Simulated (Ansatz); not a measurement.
# C2H4FNOS: two torsions

A grid of calculations on C2H4FNOS, SMILES NC(S)=C(O)F, to see where the energy is lowest and how it rises around there.

The runs use Ansatz 0.2.0; RHF/def2-SVP.

**1. The system as given**

SMILES `NC(S)=C(O)F`, 10 atoms, charge 0, spin multiplicity 1.

Atoms are counted from 1 here; the program's logs count them from 0.

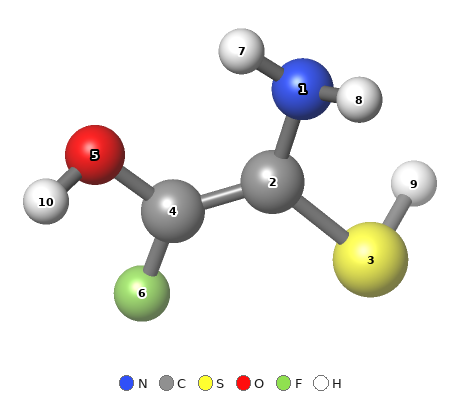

Start geometry, drawn with nitrogen blue, carbon grey, sulfur yellow, oxygen red, fluorine green, hydrogen white; atoms are numbered from 1 in the order of the file.

Geometry (Å):

```xyz
10

N    -0.0855   -1.3256   -0.5488
C     0.1533   -0.2526    0.3280
S     0.7894   -0.6466    1.9359
C    -0.1257    1.0359    0.0029
O    -0.6101    1.3935   -1.2132
F    -0.0557    2.0526    0.8855
H    -0.4047   -1.0006   -1.4684
H     0.7379   -1.9322   -0.6489
H    -0.1597   -1.5870    2.2316
H    -0.1561    2.2116   -1.5016
```

This geometry comes from a loose relaxation at PBE in a small basis, which is not shown.

**3. Plan of the scan**

First coordinate, dihedral N1–C2–S3–H9: 18 values from −180 to 160 °, periodic. Second coordinate, dihedral H7–N1–C2–C4: 18 values from −180 to 160 °, periodic.

Nothing else is relaxed (all other coordinates rigid). Energies count from the relaxed molecule at the same level. Points are written as (first, second).

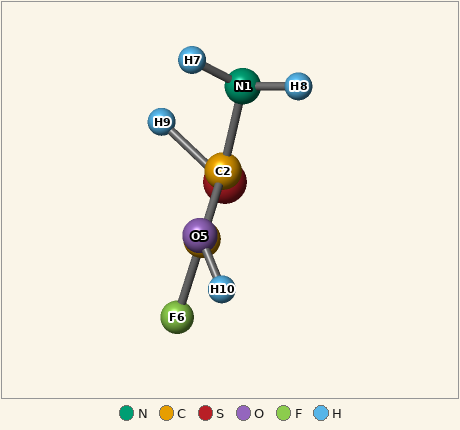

The geometry at (−60°, −60°).

(The set-up runs are not shown.)

**4. Grid point (−60°, −60°)**

File input.yaml:

```yaml
crystal:
  periodic: [false, false, false]
  atoms:
    - { symbol: "N", position_ang: [-0.063772, -1.321022, -0.559345] }
    - { symbol: C, position_ang: [0.151028, -0.247901, 0.321297] }
    - { symbol: S, position_ang: [-0.789548, -0.262293, 1.824411] }
    - { symbol: C, position_ang: [0.977939, 0.745546, 0.047236] }
    - { symbol: O, position_ang: [1.719593, 0.811826, -1.059114] }
    - { symbol: F, position_ang: [1.119705, 1.805097, 0.812934] }
    - { symbol: H, position_ang: [-0.423781, -1.025746, -1.447121] }
    - { symbol: H, position_ang: [0.763386, -1.875511, -0.685996] }
    - { symbol: H, position_ang: [-1.993754, -0.239082, 1.245923] }
    - { symbol: H, position_ang: [2.574641, 1.171518, -0.863707] }
basis:
  gaussian: { orbitals: def2-SVP }
hamiltonian:
  xc: hf
output:
  forces: true
```

Command:

```console
$ ansatz run input.yaml --threads 1 --pin off --max-ram 2560MiB --backend cpu --events-out ev --progress --plain --runs-dir out
```

Further runs follow: all other points of the grid.

Before running it: what results should come out? Wanted: lowest point; highest computed point; dipole moment; largest force on an atom.

As calculated:

| quantity | value |
| --- | --- |
| lowest point | (−60°, 0°), 14 cm⁻¹ |
| highest computed point | (0°, 60°), 3048 cm⁻¹ above the lowest |
| dipole moment (D) | 0.61 at (−180°, 160°) to 3.83 at (100°, −40°); 2.33 at the lowest point |
| largest force on an atom (eV/Å) | 0.04 at (−60°, 0°) to 1.45 at (−180°, 120°); 0.04 at the lowest point |
| time for the whole task | 15 min on 1 thread, shared host |

**Reading.** The lowest computed point is at (−60°, 0°), 14 cm⁻¹ from the relaxed molecule at the same level. Higher local minima lie near (60°, −120°) (641 cm⁻¹ above the lowest at that grid point); (120°, 0°) (719 cm⁻¹ above the lowest at that grid point); (−60°, 140°) (984 cm⁻¹ above the lowest at that grid point). The highest computed point, (0°, 60°), lies 3048 cm⁻¹ above the lowest. On the interpolated surface the easiest way out of the lowest well to the well at (−80°, −140°) passes a barrier of about 1400 cm⁻¹. Round the minimum the valley is somewhat tilted: raising dihedral N1–C2–S3–H9 shifts the best value of dihedral H7–N1–C2–C4 downwards (coupling k₁₂/√(k₁₁k₂₂) about 0.2).
